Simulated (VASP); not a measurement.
Band structure of MgSe (rock salt). Level of theory: rev-vdW-DF2, VASP's PBE PAW potentials (set 64) (plane waves; VASP 6.6.1).

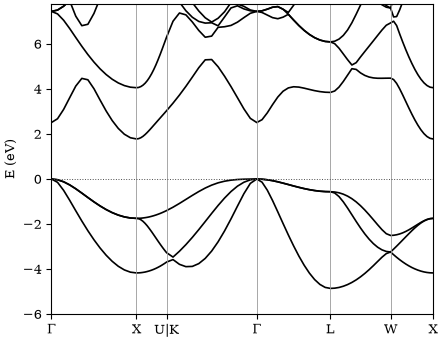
Figure. Bands along high-symmetry lines, zero at the valence-band maximum or, without a gap, the Fermi level

Problem. Read the plot: is there a gap, and where are the band edges?

Solution. The gap is indirect, 1.78 eV, from the valence maximum at Γ to the conduction minimum at X. (Edges off the drawn lines would not show.)

The compound is MgSe in the rock salt structure. It was relaxed first.
